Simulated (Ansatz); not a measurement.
The relaxed structure here is a generated cell of SiNi: the first start was made by placing the elements on the sites of a structure type, and the end was not matched to a known phase here, so it may be hypothetical. Known forms of SiNi include space group No. 62.

The end point of a relaxation of SiNi. Calculation: PBEsol (plane waves to 420 eV, PAW, scalar-relativistic; Ansatz, a program for electronic structure).

Space group P-1 (No. 2); a = 4.2259 Å, b = 4.7456 Å, c = 5.0246 Å, α = 103.87°, β = 111.03°, γ = 90.79°

```tsv
atom	site	symmetry	x	y	z
Si	2i	1	0.7637	0.3820	0.2359
Si	2i	1	0.2695	0.0874	0.3045
Ni	2i	1	0.2860	0.1365	0.8337
Ni	2i	1	0.2804	0.5842	0.2762
```

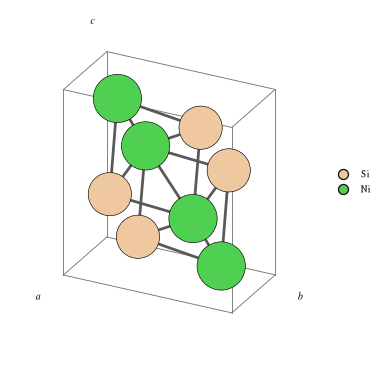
Figure. The conventional cell of the relaxed structure

```yaml
volume_per_atom: 11.34 Å³
band_gap: no gap (metallic)
shortest_distances: Ni–Si 2.29 Å; Si–Si 2.53 Å; Ni–Ni 2.54 Å
k-mesh: 10×9×9
```

Band energies at high-symmetry points (eV from the Fermi level; labels of this space group; no spin-orbit coupling), from −5 eV up to 4.5 eV:

| point | energies |
|---|---|
| Γ | -4.83 -4.50 -4.33 -4.08 -3.58 -3.42 -3.38 -3.15 -3.01 -2.94 -2.76 -2.69 -2.61 -2.49 -2.24 -2.19 -1.90 -1.59 -1.52 -1.46 -0.94 0.51 0.76 0.83 2.24 2.74 3.26 3.74 3.94 |
| X | -4.98 -4.70 -4.53 -4.38 -4.00 -3.78 -3.68 -3.41 -3.14 -2.99 -2.90 -2.85 -2.68 -2.56 -2.32 -2.17 -2.13 -2.01 -1.85 -1.72 -1.41 -0.45 -0.31 0.79 1.41 1.65 1.87 2.65 3.90 |
| Y | -4.80 -4.48 -4.29 -4.10 -3.62 -3.42 -3.13 -3.10 -2.72 -2.67 -2.55 -2.48 -2.19 -2.17 -1.62 -1.42 -1.19 -1.13 -1.02 -0.21 -0.08 0.53 0.80 1.10 2.04 2.27 3.84 |
| Z | -4.87 -4.86 -4.18 -3.90 -3.89 -3.65 -3.56 -3.53 -3.34 -3.12 -3.01 -3.00 -2.84 -2.58 -2.34 -2.23 -2.06 -1.77 -1.73 -1.41 -0.28 -0.23 1.39 1.61 2.73 2.80 2.93 3.10 3.38 3.43 |
| R2 | -4.05 -3.81 -3.65 -3.52 -3.27 -3.25 -3.07 -2.86 -2.83 -2.39 -2.32 -2.20 -2.16 -2.09 -1.76 -1.53 -1.52 -1.01 -0.54 0.58 2.33 3.62 3.76 4.16 4.46 |
| T2 | -4.77 -4.41 -4.22 -3.84 -3.62 -3.55 -3.52 -3.39 -3.37 -3.02 -2.86 -2.56 -2.32 -2.07 -1.84 -1.80 -1.68 -1.64 -1.52 -0.04 0.17 1.58 2.14 2.35 2.55 2.82 3.63 3.68 |
| U2 | -4.98 -4.66 -4.29 -3.94 -3.88 -3.30 -3.09 -3.02 -2.70 -2.70 -2.66 -2.36 -2.32 -2.27 -2.10 -2.09 -1.70 -1.65 -1.12 -0.53 -0.12 0.55 1.50 2.14 3.18 4.14 4.31 |
| V2 | -4.41 -4.31 -3.95 -3.83 -3.65 -3.31 -3.23 -3.21 -2.84 -2.80 -2.58 -2.58 -2.38 -2.29 -2.06 -1.91 -1.76 -1.62 -0.91 -0.53 -0.05 0.98 3.50 3.61 4.31 4.46 |

No spin polarisation in the result. A magnetic state may lie lower.

It was reached from a disturbed copy of a I4₁/amd (No. 141) cell, against which it lies -0.07 eV/atom.
